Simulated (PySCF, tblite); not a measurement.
**C7H4FN+ (doublet): geometry, infrared bands and EPR parameters**

Aim: predict the infrared bands and EPR parameters of C7H4FN+ (doublet) (`N#C[C+]1[CH][C@@H]2C=C(F)[C@H]12`).

The runs use tblite 0.8.0 and PySCF 2.14.0, with density-fitted response routines of our own; the level of theory stands in each step. All values are computed, except where a source is named. Atoms are numbered from 0 throughout.

## 1. Starting geometry

13 atoms, charge 1, multiplicity 2; geometry from: force field or distance geometry start.

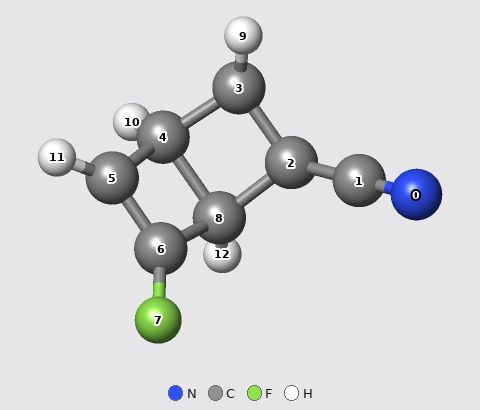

The starting geometry (nitrogen blue, carbon grey, fluorine green, hydrogen white), atoms numbered.

## 2. Optimising the geometry with GFN2-xTB

Job settings and geometry (Å):

```
{"job": {"kind": "relax", "xc": "GFN2-xTB", "basis": "xTB"}, "charge": 1, "multiplicity": 2}
N      2.757900    -2.000800    -0.434600
C      1.948600    -1.165000    -0.600800
C      1.003000    -0.161100    -0.785600
C      0.958300     1.128100    -0.158500
C     -0.499500     1.100200    -0.086500
C     -1.158900     0.421600     1.082400
C     -1.129400    -0.792700     0.503000
F     -1.540300    -2.005600     0.906000
C     -0.453800    -0.286400    -0.754600
H      1.648200     1.471500     0.603200
H     -1.036600     1.887600    -0.631300
H     -1.520300     0.781700     2.043200
H     -0.981400    -0.378800    -1.703600
```

Started as:

```
$ OMP_NUM_THREADS=1 python probes_run.py task.json out
```

This one command runs all jobs of the session in turn.

Log:

```text
step      E/eV     max force
  0    -652.22943    3.204
  1    -652.25628    9.879
  2    -652.55971    2.082
  3    -652.68169    1.517
  4    -652.79694    0.803
  5    -652.93288    1.593
  6    -652.96840    0.750
  7    -653.00170    0.525
  8    -653.02429    0.723
  9    -653.05467    0.735
 10    -653.07614    0.373
 11    -653.08824    0.275
 12    -653.09590    0.274
 13    -653.10205    0.207
 14    -653.10637    0.163
 15    -653.10941    0.133
 16    -653.11216    0.158
 17    -653.11503    0.174
 18    -653.11761    0.144
 19    -653.11955    0.126
 20    -653.12144    0.124
 21    -653.12393    0.160
 22    -653.12672    0.172
 23    -653.12892    0.121
 24    -653.13026    0.091
 25    -653.13125    0.083
 26    -653.13243    0.113
 27    -653.13394    0.130
 28    -653.13563    0.112
 29    -653.13727    0.105
 30    -653.13877    0.132
 31    -653.13989    0.103
 32    -653.14074    0.124
 33    -653.14134    0.069
 34    -653.14187    0.059
 35    -653.14226    0.045
 36    -653.14258    0.048
 37    -653.14290    0.067
 38    -653.14338    0.087
 39    -653.14415    0.104
 40    -653.14514    0.104
 41    -653.14596    0.071
 42    -653.14642    0.043
 43    -653.14665    0.045
 44    -653.14684    0.040
 45    -653.14700    0.029
 46    -653.14709    0.025
 47    -653.14716    0.026
 48    -653.14722    0.021
 49    -653.14727    0.018
 50    -653.14731    0.013
 51    -653.14733    0.013
 52    -653.14734    0.010
 53    -653.14736    0.014
 54    -653.14739    0.016
 55    -653.14741    0.016
 56    -653.14742    0.014
 57    -653.14744    0.010
```

It took 0.37 s on 1 thread of Arm Neoverse V1, shared host.

The steps of the relaxation: (not every step is listed)

| step | energy from step 0 (eV) | largest force (eV/Å) |
| --- | --- | --- |
| 0 | 0.0000 | 3.2040 |
| 1 | -0.0268 | 9.8790 |
| 2 | -0.3303 | 2.0818 |
| 3 | -0.4523 | 1.5175 |
| 4 | -0.5675 | 0.8032 |
| 5 | -0.7034 | 1.5927 |
| 6 | -0.7390 | 0.7501 |
| 7 | -0.7723 | 0.5255 |
| 8 | -0.7949 | 0.7226 |
| 12 | -0.8665 | 0.2736 |
| 16 | -0.8827 | 0.1576 |
| 20 | -0.8920 | 0.1245 |
| 24 | -0.9008 | 0.0906 |
| 28 | -0.9062 | 0.1117 |
| 32 | -0.9113 | 0.1243 |
| 36 | -0.9131 | 0.0480 |
| 40 | -0.9157 | 0.1041 |
| 44 | -0.9174 | 0.0398 |
| 48 | -0.9178 | 0.0214 |
| 52 | -0.9179 | 0.0104 |
| 53 | -0.9179 | 0.0137 |
| 54 | -0.9180 | 0.0163 |
| 55 | -0.9180 | 0.0160 |
| 56 | -0.9180 | 0.0136 |
| 57 | -0.9180 | 0.0096 |

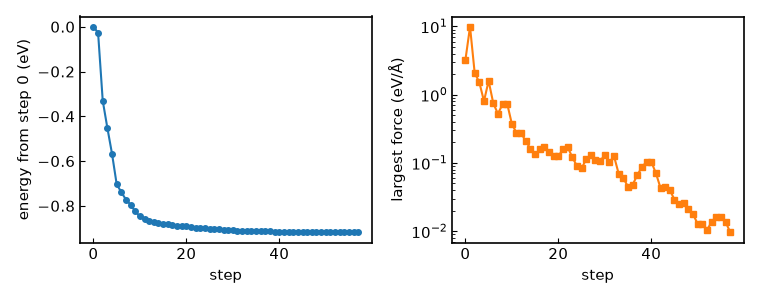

Energy and force, step by step.

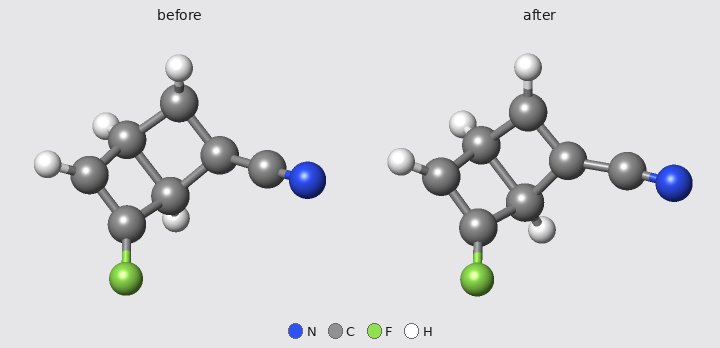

Before and after, at one scale.

Close pairs (by a distance rule), those that changed most:

| bond | before (Å) | after (Å) | change (Å) |
| --- | --- | --- | --- |
| C2–C3 | 1.434 | 1.365 | -0.069 |
| C2–C8 | 1.463 | 1.520 | +0.058 |
| C6–F7 | 1.343 | 1.290 | -0.053 |
| C3–C4 | 1.460 | 1.510 | +0.050 |
| N0–C1 | 1.175 | 1.147 | -0.029 |
| C4–C8 | 1.540 | 1.563 | +0.023 |
| C5–C6 | 1.346 | 1.367 | +0.021 |
| C4–H10 | 1.098 | 1.081 | -0.017 |

The final coordinates are the input of the step that follows.

## 3. Harmonic vibrations with GFN2-xTB

Job settings and geometry (Å):

```
{"job": {"kind": "ir", "xc": "GFN2-xTB", "basis": "xTB"}, "charge": 1, "multiplicity": 2}
N      2.827610    -1.970322    -0.857075
C      2.029864    -1.161175    -0.703938
C      0.992469    -0.266902    -0.441090
C      0.904838     0.960966     0.149213
C     -0.565696     1.100365    -0.164527
C     -1.215675     0.506735     1.056394
C     -1.194134    -0.747494     0.513541
F     -1.587411    -1.909228     0.911756
C     -0.492329    -0.343774    -0.757685
H      1.595483     1.603296     0.666260
H     -0.958052     1.975729    -0.663537
H     -1.503701     0.930952     2.001668
H     -0.837655    -0.678663    -1.728708
```

Log:

```text
mode    cm-1     km/mol
  1      77.8      1.04
  2     132.6      0.48
  3     181.7      6.38
  4     260.9     10.05
  5     293.5     25.96
  6     388.3      3.12
  7     429.5     32.65
  8     506.0      5.32
  9     571.7      3.85
 10     623.2      2.39
 11     679.5     17.01
 12     731.1     15.91
 13     787.9     34.87
 14     902.6      4.40
 15     931.1      1.72
 16     943.4     18.34
 17     958.9     13.35
 18     999.1     15.39
 19    1013.1      4.81
 20    1056.7     10.81
 21    1071.8      4.24
 22    1092.3      6.21
 23    1112.6     11.32
 24    1156.7      5.79
 25    1185.3     12.39
 26    1269.0     75.47
 27    1508.3    113.21
 28    1576.9    559.38
 29    2307.9     52.40
 30    3054.3     10.58
 31    3068.9     29.89
 32    3123.8     18.43
 33    3126.7     69.15
```

It took 0.41 s on 1 thread of Arm Neoverse V1, shared host.

The strongest bands and the atoms that carry them (share of the mass-weighted mode):

| cm⁻¹ | km/mol | atoms |
| --- | --- | --- |
| 430 | 32.6 | C6 37 %, C1 15 %, C2 13 %, H11 12 % |
| 788 | 34.9 | H9 49 %, C3 22 %, H11 16 % |
| 1269 | 75.5 | C6 42 %, C5 16 %, C2 12 % |
| 1508 | 113.2 | C2 59 %, C3 26 % |
| 1577 | 559.4 | C6 64 %, C5 20 % |
| 2308 | 52.4 | C1 60 %, N0 40 % |
| 3069 | 29.9 | H10 86 % |
| 3127 | 69.2 | H11 75 %, H9 16 % |

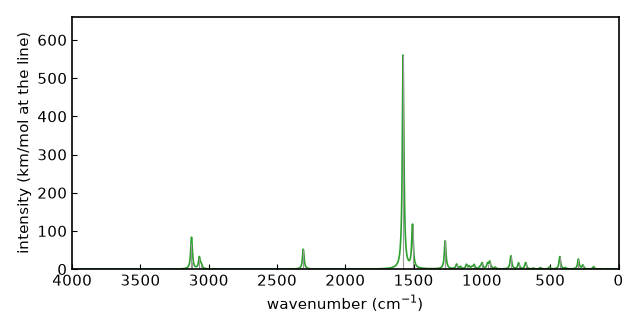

The infrared spectrum from these modes, unscaled. Lines are broadened to a width of 14 cm⁻¹ (Lorentzian).

## 4. g tensor and hyperfine couplings: B3LYP/pcH-1

The job, as its differences from that of step 3:

```diff
@@ -1,2 +1,2 @@
-{"job": {"kind": "ir", "xc": "GFN2-xTB", "basis": "xTB"}, "charge": 1, "multiplicity": 2}
+{"job": {"kind": "epr", "basis": "pcH-1"}, "charge": 1, "multiplicity": 2}
 N      2.827610    -1.970322    -0.857075
```

With the program's defaults for keys left out, this is: UKS B3LYP, pcH-1 on C F H N, non-relativistic, mean-field spin-orbit, GIAO.

Log:

```text
UKS, coarse grid
  cycle   1  E = -423.18000047  |g| = 4.59e-01
  cycle   2  E = -422.08737261  |g| = 1.38e+00
  cycle   3  E = -423.22595630  |g| = 3.36e-01
  cycle   4  E = -423.27699570  |g| = 7.37e-02
  cycle   5  E = -423.27912541  |g| = 5.32e-02
  cycle   6  E = -423.28030862  |g| = 1.79e-02
  cycle   7  E = -423.28047491  |g| = 1.29e-02
  cycle   8  E = -423.28056276  |g| = 3.31e-03
  cycle   9  E = -423.28057421  |g| = 2.19e-03
  cycle  10  E = -423.28057767  |g| = 1.50e-03
  cycle  11  E = -423.28057918  |g| = 5.86e-04
UKS, final grid
  cycle   1  E = -423.28052469  |g| = 9.88e-04
  cycle   2  E = -423.28052288  |g| = 2.14e-03
  cycle   3  E = -423.28052527  |g| = 1.45e-04
  cycle   4  E = -423.28052528  |g| = 1.10e-04
  cycle   5  E = -423.28052529  |g| = 8.05e-05
  cycle   6  E = -423.28052530  |g| = 3.31e-05
  cycle   7  E = -423.28052530  |g| = 9.73e-06
E = -423.28052530 Eh   <S^2> = 0.7558 (exact 0.7500)
g shifts (ppm)      1          2          3
  rmc          -191       -191       -191
  gc             32         23         46
  oz_so         231        627       2490
  total          72        458       2345
hyperfine (MHz)  atom isotope    a_iso     a_fc   dipolar eigenvalues
    0   14N       3.20       3.20     -7.72     -6.31     14.03
    1   13C     -18.21     -18.21     -6.21     -1.69      7.90
    2   13C      18.08      18.08    -22.17    -19.40     41.57
    3   13C      31.39      31.39    -22.76    -17.91     40.67
    4   13C     -13.39     -13.39     -3.04     -0.55      3.58
    5   13C      30.87      30.87    -32.03    -29.09     61.12
    6   13C      11.96      11.96    -24.40    -20.14     44.54
    7   19F      59.95      59.95   -126.59   -123.25    249.84
    8   13C     -10.91     -10.91     -1.87      0.24      1.62
    9    1H     -14.00     -14.00     -9.88     -1.91     11.79
   10    1H      -7.20      -7.20     -3.39     -0.80      4.19
   11    1H     -23.96     -23.96    -14.46     -2.97     17.43
   12    1H      -6.22      -6.22     -2.81     -0.19      2.99
```

Wall time 69 s (1 thread of Arm Neoverse V1, shared host); peak memory 0.97 GiB.

Principal g values 2.00239, 2.00278, 2.00466; g(iso) = 2.00328, against 2.00232 for a free electron.

Hyperfine couplings, nucleus by nucleus at this fixed geometry (no averaging over rotations):

| nuclei | isotope | a(iso) (MHz) | a(iso) (G, at g = 2.0023) | largest dipolar term (MHz) |
| --- | --- | --- | --- | --- |
| F7 | 19F | 59.9 | 21.4 | 249.8 |
| C3 | 13C | 31.4 | 11.2 | 40.7 |
| C5 | 13C | 30.9 | 11.0 | 61.1 |
| H11 | 1H | -24.0 | -8.5 | 17.4 |
| C1 | 13C | -18.2 | -6.5 | 7.9 |
| C2 | 13C | 18.1 | 6.5 | 41.6 |
| H9 | 1H | -14.0 | -5.0 | 11.8 |
| C4 | 13C | -13.4 | -4.8 | 3.6 |
| C6 | 13C | 12.0 | 4.3 | 44.5 |
| C8 | 13C | -10.9 | -3.9 | -1.9 |
| H10 | 1H | -7.2 | -2.6 | 4.2 |
| H12 | 1H | -6.2 | -2.2 | 3.0 |
| N0 | 14N | 3.2 | 1.1 | 14.0 |

Mulliken spin populations:

N0 0.16; C1 -0.07; C2 0.22; C3 0.18; C4 -0.02; C5 0.33; C6 0.20; F7 0.05; C8 -0.02; H9 -0.01; H10 0.00; H11 -0.01; H12 0.00

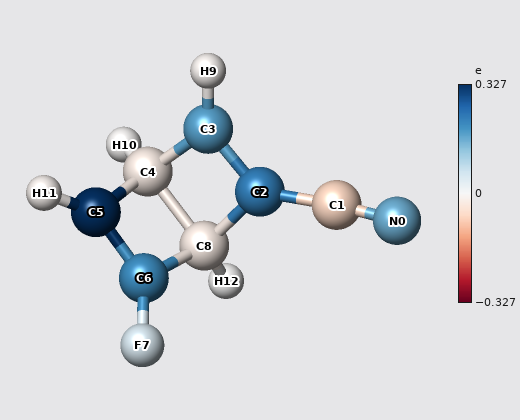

Mulliken spin populations, as colours on the atoms.

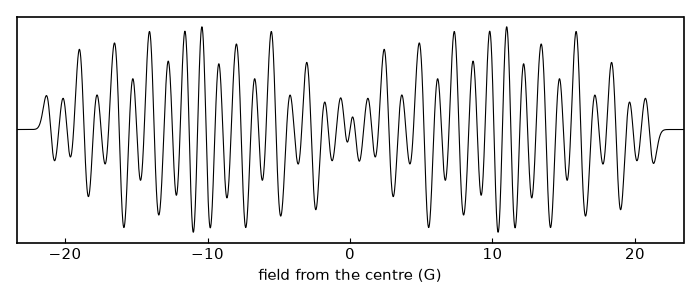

First-order isotropic spectrum (first derivative, main isotopes with spin only, couplings over 0.8 MHz, Gaussian width 0.3 G; couplings of the frozen geometry, rotation of groups not averaged beyond the rows shown).

Orbitals, density, ELF and potential are computed afterwards from the orbital file.

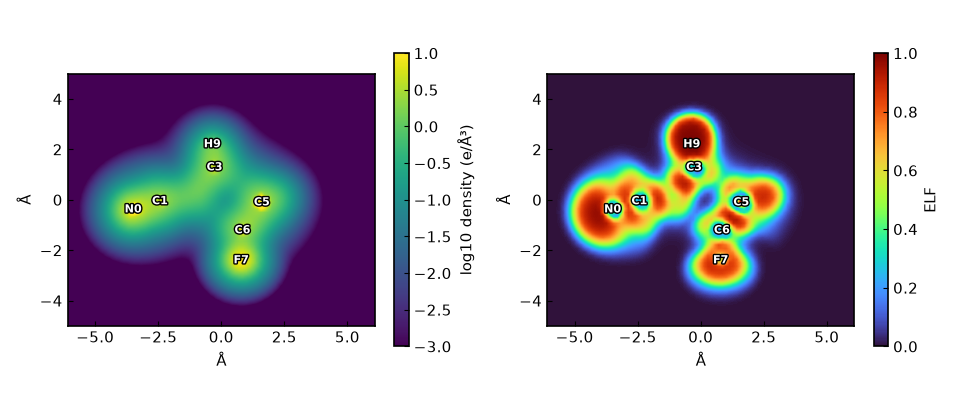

Density (left) and ELF (right) in a plane through or near 7 of the atoms.

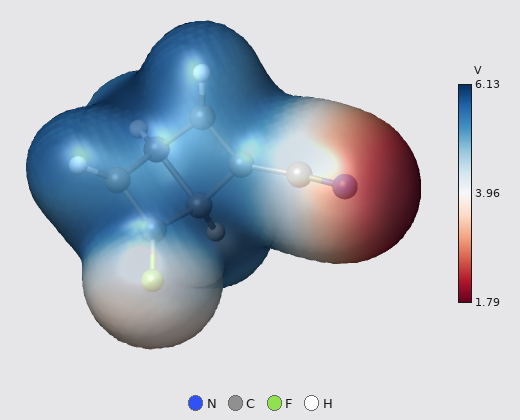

The potential that a unit positive charge feels on the 0.002 e/bohr³ surface, from 1.79 V near N0 to 6.13 V near H9.

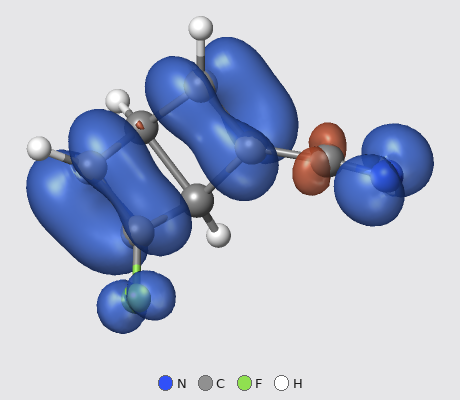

Spin density at ±0.02 e/Å³ (alpha excess blue, beta excess red).

## 5. What came out

| quantity | value |
| --- | --- |
| strongest single infrared mode (GFN2-xTB) | 1577 cm⁻¹, 559 km/mol |
| zero-point energy (GFN2-xTB) | 53.1 kcal/mol |
| g(iso) (B3LYP) | 2.00328 |
| ⟨S²⟩ | 0.756 (exact 0.75) |
| largest a(iso) | 19F on F7, 59.9 MHz |

What this shows: Over 57 steps the energy fell by 0.918 eV; of the close pairs, C2–C3 changed most, 1.434 to 1.365 Å. All 33 modes are real, so the xTB geometry is a minimum. The strongest single mode, at 1577 cm⁻¹, moves mainly C6. Unscaled tight-binding wavenumbers are off by several per cent, some by more. Its intensities can rank the bands wrongly. The largest share of the spin, 0.33 e, sits on C5. The isotropic g lies 1.0 ppt above the free-electron value. These values are for one conformer; the search (at its own cheap level) found 1 more, at 0.69 kcal/mol, and measured spectra average over such forms.
